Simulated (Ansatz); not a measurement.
# Ni (Nickel): the cost of one run

Computed with Ansatz 0.2.0 (DFT LDA, with the methods named in each step, unless a step's input says otherwise).

## 1. The structure to begin with

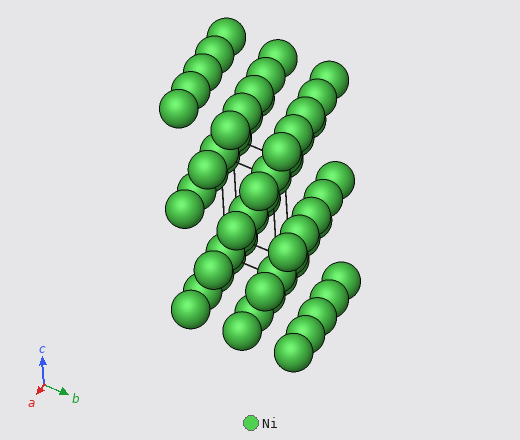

Start, viewed slightly off an axis; nickel green. 4×2×2 cells are drawn. Atoms on the faces are drawn again on the opposite ones.

As a file:

```xyz
2
Lattice="0.0000 1.7619 1.7619 -1.7619 1.7619 0.0000 -1.7619 -1.7619 3.5239" Properties=species:S:1:pos:R:3 pbc="T T T"
Ni    0.0000    0.0000    0.0000
Ni   -1.7619    0.0000    1.7619
```

In patterns such as +-, the signs follow the magnetic atoms in the order of the input.

Atoms are numbered in the order of the input: Ni1, Ni2.

## 2. Parallel moments, PAW

Input file input.yaml:

```yaml
crystal:
  lattice:
    - [0.0, 1.761935, 1.761935]
    - [-1.761935, 1.761935, 0.0]
    - [-1.761935, -1.761935, 3.52387]
  atoms:
    - { symbol: Ni, position: [0.0, 0.0, 0.0], spin: 1.5 }
    - { symbol: Ni, position: [0.0, 0.5, 0.5], spin: 1.5 }
magnetization:
  spin_polarized: true
kpoints:
  mp_grid: { grid: [15, 15, 15] }
scf:
  occupations: { method: fermi_dirac, width: 0.1 }
  lower_state_search: "off"
hamiltonian:
  xc: lda
  pseudopotentials: { kind: paw }
output:
  forces: true
  stress: true
  eigenvalues: true
  populations: true
```

On the command line:

```bash
$ ansatz run input.yaml --threads 1 --pin off --max-ram 3072MiB --backend cpu --events-out ev --progress --plain --runs-dir out
```

**Question.** How long does this run take on 1 thread of AMD EPYC, shared host, and how much memory does it need?

About 1.7 min, with a peak of 0.55 GiB.
